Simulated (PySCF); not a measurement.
C2H8OSSi, SMILES COC[SiH2]S at its GFN2-xTB optimised geometry (Å):

```
13

C      2.0839    -0.6160     0.0000
O      0.6806    -0.6160     0.0000
C      0.1156     0.6814     0.0000
Si    -1.7693     0.4142     0.0825
S     -2.2879    -0.9386    -1.4918
H      2.4782    -0.1105    -0.8905
H      2.4786    -0.1145     0.8922
H      2.3996    -1.6576    -0.0021
H      0.4295     1.2315    -0.8982
H      0.4727     1.2524     0.8666
H     -2.4786     1.6576    -0.1868
H     -2.1201    -0.1790     1.3682
H     -1.1303    -1.5804    -1.4730
```

Computed with PBE0/def2-TZVP (PySCF). Cells within 0.4 Å of a nucleus heavier than hydrogen are left out (blank, or x).

Map of the deformation density (molecule minus spherical neutral atoms) (e/bohr³) on the plane z = 0.0 Å:

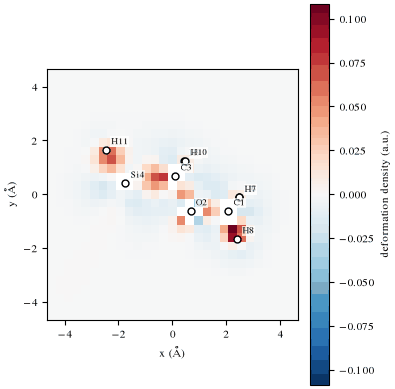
*Deformation density (molecule minus spherical neutral atoms) (e/bohr³) on the plane z = 0.0 Å.*
